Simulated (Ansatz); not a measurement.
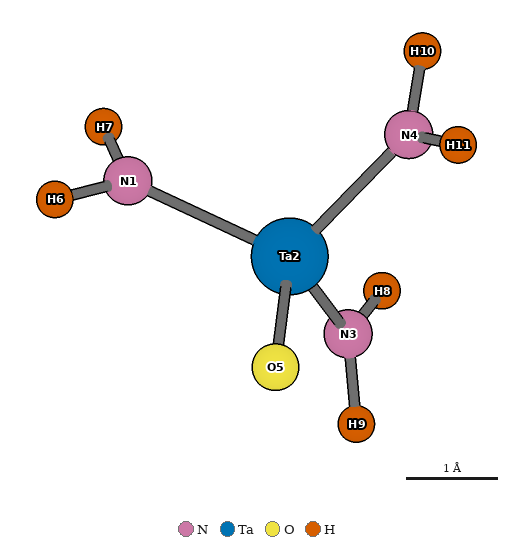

**Figure 1.** The structure (ball-and-stick view, seen at a tilt; atoms are numbered from 1 in the order of the input). Sticks mark near contacts.

# TaN3H6O: one change and its effect

System: TaN3H6O.
Method of run 1: RKS PBE-QIDH (frozen core)/def2-TZVPP (Ansatz 0.2.0).

The geometry comes from this level: PBE0-D4/def2-TZVP. Text and figures count atoms from 1; the logs count them from 0 in places.

### Input, run 1
```yaml
crystal:
  periodic: [false, false, false]
  atoms:
    - {symbol: N, position_ang: [-1.068877, 1.541664, 0.275060]}
    - {symbol: Ta, position_ang: [0.377868, 0.175438, 0.148964]}
    - {symbol: N, position_ang: [-0.040548, -1.403876, 1.291852]}
    - {symbol: N, position_ang: [0.662707, -0.378928, -1.744990]}
    - {symbol: O, position_ang: [1.836273, 0.883730, 0.725543]}
    - {symbol: H, position_ang: [-0.907858, 2.505604, 0.525967]}
    - {symbol: H, position_ang: [-2.060748, 1.370433, 0.202874]}
    - {symbol: H, position_ang: [-0.709443, -2.130733, 1.085458]}
    - {symbol: H, position_ang: [0.473226, -1.642066, 2.126934]}
    - {symbol: H, position_ang: [-0.054361, -0.635530, -2.407040]}
    - {symbol: H, position_ang: [1.557361, -0.342736, -2.210123]}
basis:
  gaussian: {orbitals: def2-TZVPP}
hamiltonian: {xc: {name: PBE-QIDH}}
```

Hardware: 4 CPU threads, shared host.

### Output (run 1)
```
Functional definition: PBE-QIDH
  parameter a = 3^(-1/3)
  parameter c = 1/3
  exchange = (1 - a)*pbe_x + a*exact_x
  correlation = (1 - c)*pbe_c + c*(mp2_os + mp2_ss)
1610 factors; integrals over basis functions are off by at most 1.3e-3 eV
mean field evaluation 1: about -8135.7938 eV, gradient 9.0e1 eV
mean field evaluation 2: about -8135.9174 eV, gradient 9.0e1 eV
mean field evaluation 4: about -8148.7352 eV, gradient 2.8e1 eV
mean field evaluation 8: about -8150.2928 eV, gradient 1.6e0 eV
mean field evaluation 16: about -8150.2989 eV, gradient 2.9e-4 eV
mean field -8150.29892427 eV, -299.5179609958 hartree, gradient 3.6e-6 eV, S^2 0.000000; 0 other end points of the search recorded, 0 dependent functions left out
4 core orbitals not correlated: weight in the atoms' cores, before any rotation towards them, 1.000 or more for the frozen orbitals, at most 0.000 for the correlated occupied ones
reference -8150.29893788 eV, -299.5179614962 hartree; 20, 20 occupied and 240, 240 virtual orbitals, 1610 factors
second order -40.37686864 eV of doubles, -0.00000000 eV of singles
Total energy: -8163.75789410 eV, -300.0125690142 hartree
```

For run 2 the input was changed thus:
```diff
-hamiltonian: {xc: {name: PBE-QIDH}}
+hamiltonian: {xc: {name: B2PLYP}}
```

Predict how the results change.

The total energies belong to different methods, so their difference says nothing on which is more stable or more accurate. The functional changes from PBE-QIDH to B2PLYP.

### Output (run 2)
```
Functional definition: B2PLYP
  parameter a = 0.53
  parameter c = 0.27
  exchange = (1 - a)*b88_x + a*exact_x
  correlation = (1 - c)*lyp_c + c*(mp2_os + mp2_ss)
1610 factors; integrals over basis functions are off by at most 1.3e-3 eV
mean field evaluation 1: about -8136.3137 eV, gradient 1.0e2 eV
mean field evaluation 2: about -8136.4138 eV, gradient 1.0e2 eV
mean field evaluation 4: about -8151.7459 eV, gradient 4.3e1 eV
mean field evaluation 8: about -8155.3829 eV, gradient 4.9e-1 eV
mean field evaluation 16: about -8155.4136 eV, gradient 3.1e-4 eV
mean field -8155.41360703 eV, -299.7059221206 hartree, gradient 9.3e-6 eV, S^2 0.000000; 0 other end points of the search recorded, 0 dependent functions left out
4 core orbitals not correlated: weight in the atoms' cores, before any rotation towards them, 1.000 or more for the frozen orbitals, at most 0.000 for the correlated occupied ones
reference -8155.41378207 eV, -299.7059285531 hartree; 20, 20 occupied and 240, 240 virtual orbitals, 1610 factors
second order -43.72015723 eV of doubles, -0.00000000 eV of singles
Total energy: -8167.21822452 eV, -300.1397338119 hartree
```

### The two runs side by side

```csv
quantity,run 1,run 2
outcome,converged,converged
total energy (hartree),−300.012569,−300.139734
basis functions,264,264
wall time (shared host),6 s,4.7 s
```
